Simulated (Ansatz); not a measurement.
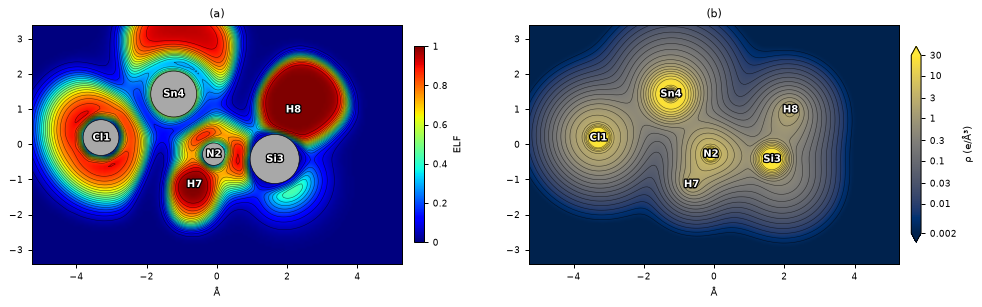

Figure 1: ClH4NSiSn (SMILES [SiH3][NH][Sn][Cl]). (a) ELF; (b) electron density on the plane of atoms Cl1, Sn4 and N2. Grey discs cover the atomic cores in the ELF map.

Geometry: r2SCAN-D4/def2-SVP; core potentials replace the inner electrons of Sn.

Theory: isolated molecule in a Gaussian basis; Kohn-Sham density functional theory, functional PBE0 (Ansatz).

| atom | x (Å) | y (Å) | z (Å) |
| --- | --- | --- | --- |
| Cl | 1.2029 | 0.2119 | 2.6370 |
| N | -0.7762 | 0.0181 | 0.0765 |
| Si | -1.7609 | -0.0244 | -1.3604 |
| Sn | 1.0623 | 0.9028 | 0.3294 |
| H | -2.0129 | -1.4156 | -1.8513 |
| H | -3.0920 | 0.6331 | -1.1721 |
| H | -1.1296 | -0.4465 | 0.9165 |
| H | -1.0003 | 0.7238 | -2.4091 |

### What do the fields say about this system?

The plane passes through Cl, N, Si, Sn and H nuclei. Si–N (1.74 Å): the density is about 1.1 e/Å³ at the midpoint; the ELF peaks at about 0.90 between the atoms; a shared but strongly polarised pair. Sn–N (2.06 Å): ρ at the midpoint is about 0.73 e/Å³; the ELF peaks at about 0.85 in the valence shell of N, 0.6 Å from its nucleus, and drops to about 0.15 between the two atoms. Sn–Cl (2.41 Å): ρ at the midpoint is about 0.52 e/Å³; the ELF peaks at about 0.85 in the valence shell of Cl, 0.9 Å from its nucleus, and drops to about 0.15 between the two atoms. N–H (1.02 Å): ρ at the midpoint is about 2.8 e/Å³; the ELF climbs to about 1 towards the hydrogen, as it does in any bond to H; a covalent bond by its length. Si–H (1.50 Å): ρ is about 0.79 e/Å³ halfway; the ELF climbs to about 1 towards the hydrogen. The ELF also peaks beside Cl1, away from the bonds: lone-pair regions.
